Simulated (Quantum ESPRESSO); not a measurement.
# RbFeCl3 with and without spin polarisation

Aim: the moments that RbFeCl3 holds when they start parallel.

Method: LDA; plane waves with GBRV 1.5 LDA potentials, no spin-orbit coupling, in Quantum ESPRESSO 7.5.

**1. The structure**

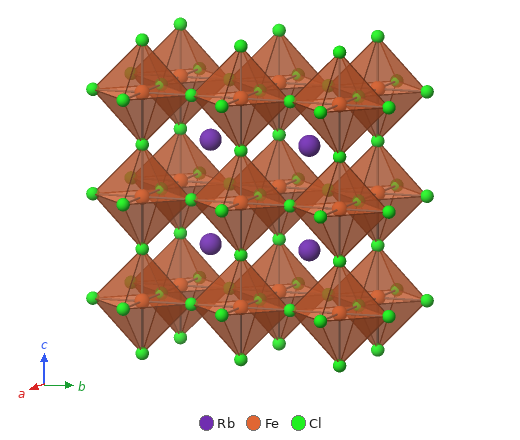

Start, viewed slightly off an axis; rubidium purple, iron orange, chlorine green. 1×2×2 cells are drawn. Some periodic images of atoms are drawn too.

The cell comes from Materials Project 2023-11-01, a database of computed structures, and need not be the stable phase.

**2. Run 1, typed as ferro +**

The signs are those of the starting moments on the seeded atoms, the atoms that are given a moment.

Input file pw.in:

```
&CONTROL
  calculation = 'scf'
  prefix = 'pwscf'
  outdir = './tmp'
  pseudo_dir = './pseudo'
  disk_io = 'nowf'
/
&SYSTEM
  ibrav = 0
  nat = 5
  ntyp = 3
  ecutwfc = 40
  ecutrho = 280
  nbnd = 34
  occupations = 'smearing'
  smearing = 'fd'
  degauss = 0.00999582
  nspin = 2
  starting_magnetization(1) = 0
  starting_magnetization(2) = 0.25
  starting_magnetization(3) = 0
/
&ELECTRONS
  conv_thr = 1d-08
  electron_maxstep = 150
  mixing_beta = 0.3
/
ATOMIC_SPECIES
Rb     85.4678 rb_lda_v1.uspp.F.UPF
Fe     55.8450 fe_lda_v1.5.uspp.F.UPF
Cl     35.4500 cl_lda_v1.4.uspp.F.UPF
CELL_PARAMETERS angstrom
   4.9301221900    0.0000000000    0.0000000000
   0.0000000000    4.9301221900    0.0000000000
   0.0000000000    0.0000000000    4.9301221900
ATOMIC_POSITIONS crystal
Rb      0.5000000000    0.5000000000    0.5000000000
Fe      0.0000000000    0.0000000000    0.0000000000
Cl      0.5000000000    0.0000000000    0.0000000000
Cl      0.0000000000    0.5000000000    0.0000000000
Cl      0.0000000000    0.0000000000    0.5000000000
K_POINTS automatic
4 4 4 0 0 0
```

The run is started by

```sh
OMP_NUM_THREADS=1 mpirun -n 2 pw.x -nk 2 -in pw.in > pw.out
```

Output:

```text
Program PWSCF v.7.5 starts

     Message from routine setup:
     using ibrav=0 with symmetry is DISCOURAGED, use correct ibrav instead

     K-points division:     npool     =       2
     Subspace diagonalization in iterative solution of the eigenvalue problem:

     G-vector sticks info
     --------------------
     sticks:   dense  smooth     PW     G-vecs:    dense   smooth      PW
     Sum        1933    1101    333                63989    27609    4457

     Using Slab Decomposition

     bravais-lattice index     =            0
     lattice parameter (alat)  =       9.3166  a.u.
     unit-cell volume          =     808.6669 (a.u.)^3
     number of atoms/cell      =            5
     number of atomic types    =            3
     number of electrons       =        46.00
     number of Kohn-Sham states=           34
     kinetic-energy cutoff     =      40.0000  Ry
     charge density cutoff     =     280.0000  Ry
     scf convergence threshold =      1.0E-08
     mixing beta               =       0.3000
     number of iterations used =            8  plain     mixing
     Exchange-correlation=  SLA  PZ   NOGX NOGC
                           (   1   1   0   0   0   0   0)

     celldm(1)=   9.316581  celldm(2)=   0.000000  celldm(3)=   0.000000
     celldm(4)=   0.000000  celldm(5)=   0.000000  celldm(6)=   0.000000

     crystal axes: (cart. coord. in units of alat)
               a(1) = (   1.000000   0.000000   0.000000 )
               a(2) = (   0.000000   1.000000   0.000000 )
               a(3) = (   0.000000   0.000000   1.000000 )

     reciprocal axes: (cart. coord. in units 2 pi/alat)
               b(1) = (  1.000000  0.000000  0.000000 )
               b(2) = (  0.000000  1.000000  0.000000 )
               b(3) = (  0.000000  0.000000  1.000000 )

     PseudoPot. # 1 for Rb read from file:
     rb_lda_v1.uspp.F.UPF
     Pseudo is Ultrasoft + core correction, Zval =  9.0
     Generated by new atomic code, or converted to UPF format
     Using radial grid of  881 points,  6 beta functions with:
                l(1) =   0
                l(2) =   0
                l(3) =   1
                l(4) =   1
                l(5) =   2
                l(6) =   2
     Q(r) pseudized with  8 coefficients,  rinner =    1.900   1.900   1.900
                                                       1.900   1.900

     PseudoPot. # 2 for Fe read from file:
     fe_lda_v1.5.uspp.F.UPF
     Pseudo is Ultrasoft + core correction, Zval = 16.0
     Generated by new atomic code, or converted to UPF format
     Using radial grid of  861 points,  6 beta functions with:
                l(1) =   0
                l(2) =   0
                l(3) =   1
                l(4) =   1
                l(5) =   2
                l(6) =   2
     Q(r) pseudized with  8 coefficients,  rinner =    1.000   1.000   1.000
                                                       1.000   1.000

     PseudoPot. # 3 for Cl read from file:
     cl_lda_v1.4.uspp.F.UPF
     Pseudo is Ultrasoft + core correction, Zval =  7.0
     Generated by new atomic code, or converted to UPF format
     Using radial grid of  909 points,  6 beta functions with:
                l(1) =   0
                l(2) =   0
                l(3) =   1
                l(4) =   1
                l(5) =   2
                l(6) =   2
     Q(r) pseudized with  8 coefficients,  rinner =    1.300   1.300   1.300
                                                       1.300   1.300

     atomic species   valence    mass     pseudopotential
     Rb                9.00    85.46780     Rb( 1.00)
     Fe               16.00    55.84500     Fe( 1.00)
     Cl                7.00    35.45000     Cl( 1.00)

     Starting magnetic structure
     atomic species   magnetization
     Rb              0.000
     Fe              0.250
     Cl              0.000

     48 Sym. Ops., with inversion, found

   Cartesian axes

     site n.     atom                  positions (alat units)
         1        Rb     tau(   1) = (   0.5000000   0.5000000   0.5000000  )
         2        Fe     tau(   2) = (   0.0000000   0.0000000   0.0000000  )
         3        Cl     tau(   3) = (   0.5000000   0.0000000   0.0000000  )
         4        Cl     tau(   4) = (   0.0000000   0.5000000   0.0000000  )
         5        Cl     tau(   5) = (   0.0000000   0.0000000   0.5000000  )

     number of k points=    10  Fermi-Dirac smearing, width (Ry)=  0.0100
                       cart. coord. in units 2pi/alat
        k(    1) = (   0.0000000   0.0000000   0.0000000), wk =   0.0156250
        k(    2) = (   0.0000000   0.0000000   0.2500000), wk =   0.0937500
        k(    3) = (   0.0000000   0.0000000  -0.5000000), wk =   0.0468750
        k(    4) = (   0.0000000   0.2500000   0.2500000), wk =   0.1875000
        k(    5) = (   0.0000000   0.2500000  -0.5000000), wk =   0.1875000
        [... 5 further k-points ...]

     Dense  grid:    63989 G-vectors     FFT dimensions: (  50,  50,  50)

     Smooth grid:    27609 G-vectors     FFT dimensions: (  40,  40,  40)

     Check: negative core charge=   -0.000013
     Generating pointlists ...
     new r_m :   0.2917 (alat units)  2.7175 (a.u.) for type    1
     new r_m :   0.2063 (alat units)  1.9215 (a.u.) for type    2
     new r_m :   0.2063 (alat units)  1.9215 (a.u.) for type    3

     Initial potential from superposition of free atoms

     starting charge      44.4956, renormalised to      46.0000

     negative rho (up, down):  5.712E-02 5.723E-02
     Starting wfcs are   35 randomized atomic wfcs

     Self-consistent Calculation

     iteration #  1     ecut=    40.00 Ry     beta= 0.30
     Davidson diagonalization with overlap
     ethr =  1.00E-02,  avg # of iterations =  4.8

     Threshold (ethr) on eigenvalues was too large:
     Diagonalizing with lowered threshold

     Davidson diagonalization with overlap
     ethr =  2.52E-04,  avg # of iterations =  4.1

     negative rho (up, down):  5.602E-02 5.594E-02

     total energy              =    -403.86361153 Ry
     estimated scf accuracy    <       0.13445880 Ry

     total magnetization       =     3.97 Bohr mag/cell
     absolute magnetization    =     3.97 Bohr mag/cell

     iteration #  2     ecut=    40.00 Ry     beta= 0.30
     Davidson diagonalization with overlap
     ethr =  2.92E-04,  avg # of iterations =  2.2

     negative rho (up, down):  5.543E-02 5.516E-02

     total energy              =    -403.86571011 Ry
     estimated scf accuracy    <       0.03836989 Ry

     total magnetization       =     3.90 Bohr mag/cell
     absolute magnetization    =     3.91 Bohr mag/cell

     iteration #  3     ecut=    40.00 Ry     beta= 0.30
     Davidson diagonalization with overlap
     ethr =  8.34E-05,  avg # of iterations =  5.1

     negative rho (up, down):  5.498E-02 5.450E-02

     total energy              =    -403.86638857 Ry
     estimated scf accuracy    <       0.01099998 Ry

     total magnetization       =     3.96 Bohr mag/cell
     absolute magnetization    =     3.96 Bohr mag/cell

     [... further iterations left out ...]

     iteration #  7     ecut=    40.00 Ry     beta= 0.30
     Davidson diagonalization with overlap
     ethr =  1.44E-08,  avg # of iterations =  2.6

     negative rho (up, down):  5.490E-02 5.419E-02

     total energy              =    -403.86802464 Ry
     estimated scf accuracy    <       0.00000102 Ry

     total magnetization       =     3.96 Bohr mag/cell
     absolute magnetization    =     3.96 Bohr mag/cell

     iteration #  8     ecut=    40.00 Ry     beta= 0.30
     Davidson diagonalization with overlap
     ethr =  2.22E-09,  avg # of iterations =  1.9

     negative rho (up, down):  5.489E-02 5.418E-02

     total energy              =    -403.86802480 Ry
     estimated scf accuracy    <       0.00000010 Ry

     total magnetization       =     3.96 Bohr mag/cell
     absolute magnetization    =     3.96 Bohr mag/cell

     iteration #  9     ecut=    40.00 Ry     beta= 0.30
     Davidson diagonalization with overlap
     ethr =  2.21E-10,  avg # of iterations =  2.8

     negative rho (up, down):  5.489E-02 5.418E-02

     total energy              =    -403.86802483 Ry
     estimated scf accuracy    <       0.00000002 Ry

     total magnetization       =     3.96 Bohr mag/cell
     absolute magnetization    =     3.96 Bohr mag/cell

     iteration # 10     ecut=    40.00 Ry     beta= 0.30
     Davidson diagonalization with overlap
     ethr =  4.02E-11,  avg # of iterations =  3.0

     negative rho (up, down):  5.489E-02 5.417E-02

     Magnetic moment per site  (integrated on atomic sphere of radius R)
     atom   1 (R=0.292)  charge=  7.7900  magn=  0.0010
     atom   2 (R=0.206)  charge= 14.0855  magn=  3.4184
     atom   3 (R=0.206)  charge=  5.3907  magn=  0.1021
     atom   4 (R=0.206)  charge=  5.3907  magn=  0.1021
     atom   5 (R=0.206)  charge=  5.3907  magn=  0.1021

     End of self-consistent calculation

     [... lines left out ...]
     the Fermi energy is     5.6536 ev

!    total energy              =    -403.86802484 Ry
     estimated scf accuracy    <          8.2E-10 Ry
     smearing contrib. (-TS)   =      -0.01698324 Ry
     internal energy E=F+TS    =    -403.85104160 Ry

     The total energy is F=E-TS. E is the sum of the following terms:
     one-electron contribution =    -255.66961778 Ry
     hartree contribution      =     143.06681870 Ry
     xc contribution           =     -70.12306968 Ry
     ewald contribution        =    -221.12517284 Ry

     total magnetization       =     3.96 Bohr mag/cell
     absolute magnetization    =     3.96 Bohr mag/cell

     convergence has been achieved in  10 iterations

=------------------------------------------------------------------------------=
   JOB DONE.
=------------------------------------------------------------------------------=
```

It took 36 s on 2 MPI ranks of Arm Neoverse V1, shared host; peak memory 0.4 GiB; 71 s of CPU time.

Spin moment in the atom's sphere by atom:

```csv
atom,spin moment in the atom's sphere (μB)
Rb1,0.00
Fe2,3.42
Cl3,0.10
Cl4,0.10
Cl5,0.10
```

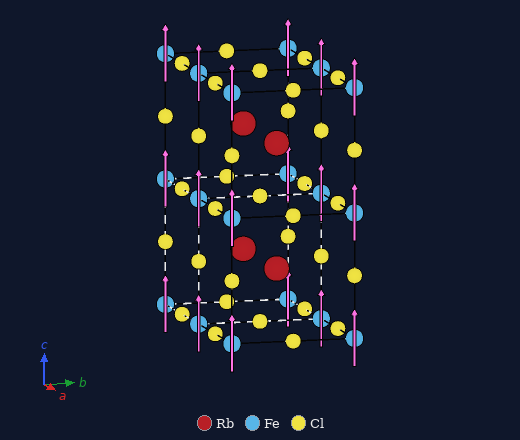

Spin moment in the atom's sphere as arrows, the longest 3.42 μB. Up and down stand for the sign. Arrows give size and sign along the axis of quantisation, drawn up and down the page. 2×1×2 cells are drawn. Some periodic images of atoms are drawn too.

Numbers from this step:

```yaml
smearing_term_ts: 0.2311 eV
magnetization: 3.956 μB
absolute_magnetization: 3.961 μB
final_state: ferromagnetic
```

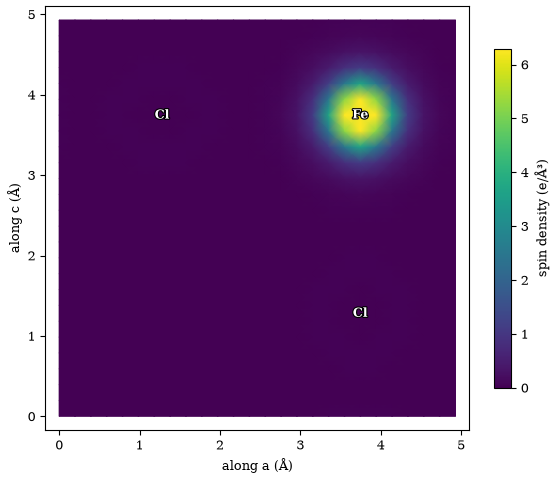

Spin density in the ac plane at fractional y = 0.000, with atoms of Fe and Cl within 0.2 Å of it. The map starts off the cell's origin, so that atoms lie inside it.

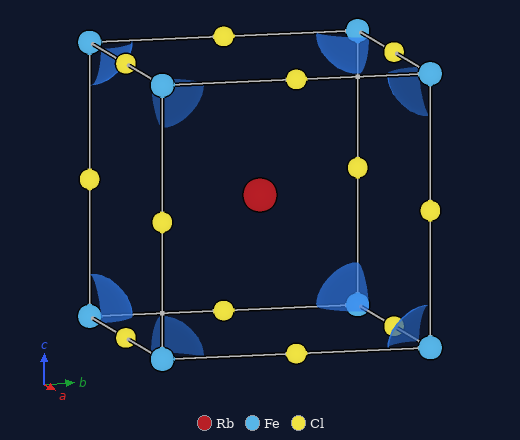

Surface of spin density = 0.39 e/Å³, which holds about 70 % of the integral of its size.

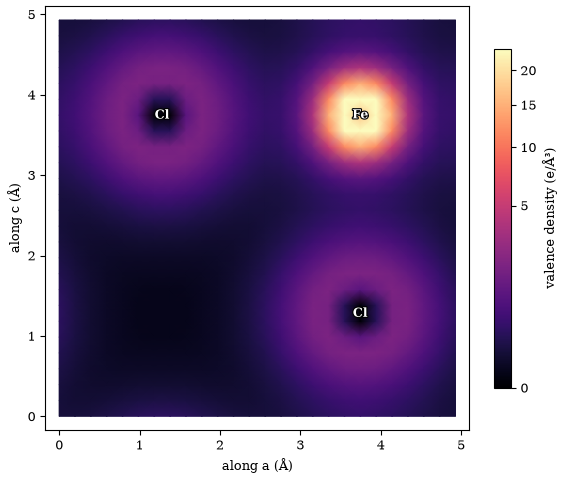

Valence density in the ac plane at fractional y = 0.000, with atoms of Fe and Cl within 0.2 Å of it. It is the smooth field of the valence electrons, not physical close to the nuclei. The map starts off the cell's origin, so that atoms lie inside it. The colour scale is stretched toward low values.

**3. Run 2, typed as no spin polarisation**

pw.in: that of step 2 with these lines changed.

```diff
@@ -13,3 +13,3 @@
   ecutrho = 280
-  nbnd = 34
+  nbnd = 32
   occupations = 'smearing'
@@ -17,6 +17,2 @@
   degauss = 0.00999582
-  nspin = 2
-  starting_magnetization(1) = 0
-  starting_magnetization(2) = 0.25
-  starting_magnetization(3) = 0
 /
```

Output:

```text
[banner, memory and clock lines left out]
Program PWSCF v.7.5 starts

     Message from routine setup:
     using ibrav=0 with symmetry is DISCOURAGED, use correct ibrav instead

     bravais-lattice index     =            0
     lattice parameter (alat)  =       9.3166  a.u.
     unit-cell volume          =     808.6669 (a.u.)^3
     number of atoms/cell      =            5
     number of atomic types    =            3
     number of electrons       =        46.00
     number of Kohn-Sham states=           32
     kinetic-energy cutoff     =      40.0000  Ry
     charge density cutoff     =     280.0000  Ry
     scf convergence threshold =      1.0E-08
     mixing beta               =       0.3000
     number of iterations used =            8  plain     mixing
     Exchange-correlation=  SLA  PZ   NOGX NOGC
                           (   1   1   0   0   0   0   0)

     celldm(1)=   9.316581  celldm(2)=   0.000000  celldm(3)=   0.000000
     celldm(4)=   0.000000  celldm(5)=   0.000000  celldm(6)=   0.000000

     crystal axes: (cart. coord. in units of alat)
               a(1) = (   1.000000   0.000000   0.000000 )
               a(2) = (   0.000000   1.000000   0.000000 )
               a(3) = (   0.000000   0.000000   1.000000 )

     reciprocal axes: (cart. coord. in units 2 pi/alat)
               b(1) = (  1.000000  0.000000  0.000000 )
               b(2) = (  0.000000  1.000000  0.000000 )
               b(3) = (  0.000000  0.000000  1.000000 )

     PseudoPot. # 1 for Rb read from file:
     rb_lda_v1.uspp.F.UPF
     Pseudo is Ultrasoft + core correction, Zval =  9.0

     PseudoPot. # 2 for Fe read from file:
     fe_lda_v1.5.uspp.F.UPF
     Pseudo is Ultrasoft + core correction, Zval = 16.0

     PseudoPot. # 3 for Cl read from file:
     cl_lda_v1.4.uspp.F.UPF
     Pseudo is Ultrasoft + core correction, Zval =  7.0

     atomic species   valence    mass     pseudopotential
     Rb                9.00    85.46780     Rb( 1.00)
     Fe               16.00    55.84500     Fe( 1.00)
     Cl                7.00    35.45000     Cl( 1.00)

     48 Sym. Ops., with inversion, found

   Cartesian axes

     site n.     atom                  positions (alat units)
         1        Rb     tau(   1) = (   0.5000000   0.5000000   0.5000000  )
         2        Fe     tau(   2) = (   0.0000000   0.0000000   0.0000000  )
         3        Cl     tau(   3) = (   0.5000000   0.0000000   0.0000000  )
         4        Cl     tau(   4) = (   0.0000000   0.5000000   0.0000000  )
         5        Cl     tau(   5) = (   0.0000000   0.0000000   0.5000000  )

     number of k points=    10  Fermi-Dirac smearing, width (Ry)=  0.0100
                       cart. coord. in units 2pi/alat
        k(    1) = (   0.0000000   0.0000000   0.0000000), wk =   0.0312500
        k(    2) = (   0.0000000   0.0000000   0.2500000), wk =   0.1875000
        k(    3) = (   0.0000000   0.0000000  -0.5000000), wk =   0.0937500
        k(    4) = (   0.0000000   0.2500000   0.2500000), wk =   0.3750000
        k(    5) = (   0.0000000   0.2500000  -0.5000000), wk =   0.3750000
        [... 5 further k-points ...]

     Dense  grid:    63989 G-vectors     FFT dimensions: (  50,  50,  50)

     Smooth grid:    27609 G-vectors     FFT dimensions: (  40,  40,  40)

     Check: negative core charge=   -0.000013

     Initial potential from superposition of free atoms

     starting charge      44.4956, renormalised to      46.0000

     negative rho (up, down):  1.143E-01 0.000E+00
     Starting wfcs are   35 randomized atomic wfcs

     Self-consistent Calculation

     iteration #  1     ecut=    40.00 Ry     beta= 0.30
     Davidson diagonalization with overlap
     ethr =  1.00E-02,  avg # of iterations =  4.4

     Threshold (ethr) on eigenvalues was too large:
     Diagonalizing with lowered threshold

     Davidson diagonalization with overlap
     ethr =  3.12E-04,  avg # of iterations =  4.0

     negative rho (up, down):  1.118E-01 0.000E+00

     total energy              =    -403.79292722 Ry
     estimated scf accuracy    <       0.14827621 Ry

     iteration #  2     ecut=    40.00 Ry     beta= 0.30
     Davidson diagonalization with overlap
     ethr =  3.22E-04,  avg # of iterations =  2.3

     negative rho (up, down):  1.099E-01 0.000E+00

     total energy              =    -403.77683850 Ry
     estimated scf accuracy    <       0.04597268 Ry

     [... further iterations left out ...]

     iteration #  8     ecut=    40.00 Ry     beta= 0.30
     Davidson diagonalization with overlap
     ethr =  2.35E-09,  avg # of iterations =  3.5

     negative rho (up, down):  1.092E-01 0.000E+00

     total energy              =    -403.78182958 Ry
     estimated scf accuracy    <       0.00000015 Ry

     iteration #  9     ecut=    40.00 Ry     beta= 0.30
     Davidson diagonalization with overlap
     ethr =  3.19E-10,  avg # of iterations =  2.0

     negative rho (up, down):  1.092E-01 0.000E+00

     End of self-consistent calculation

     [... lines left out ...]
     the Fermi energy is     5.2114 ev

!    total energy              =    -403.78182963 Ry
     estimated scf accuracy    <          7.5E-09 Ry
     smearing contrib. (-TS)   =      -0.03242526 Ry
     internal energy E=F+TS    =    -403.74940437 Ry

     The total energy is F=E-TS. E is the sum of the following terms:
     one-electron contribution =    -256.41463951 Ry
     hartree contribution      =     143.65840980 Ry
     xc contribution           =     -69.86800182 Ry
     ewald contribution        =    -221.12517284 Ry

     convergence has been achieved in   9 iterations
```

Wall time 19 s (2 MPI ranks); peak memory 0.36 GiB.

Numbers from this step:

```yaml
smearing_term_ts: 0.4412 eV
final_state: non-magnetic (no spin polarisation)
```

**4. Ranking**

An order is kept where moments of 0.15 μB or more survive with the typed signs; meshes match where a doubled cell samples the same k points as the first cell.

Orders:

```csv
start,final state,typed order kept,energy over the lowest (meV a seeded atom),largest site moment (μB),net moment (μB a cell of the first run),mesh matched,CPU time (s)
ferro +,ferromagnetic,yes,0,3.418,3.956,yes,71.24
no spin polarisation,non-magnetic,-,1173,0,0,yes,36.95
```

(Part 1 of 2 ends here.)

[Logs and program files are shortened in this print: banners, set-up blocks, solver, clock and traceback lines can be left out without a mark of their own.]

[Logs are printed without paths, hosts, clocks, repeated set-up lines and the standing remarks that a program may print on its own settings, such as how far it seeks lower states.]

[Hosts, paths, dates, database ids (printed as entryN), source tags and the programs' standing remarks are cut or masked in the printed files.]

[Where a cell is said to come from a database of computed structures, the database is the Materials Project.]
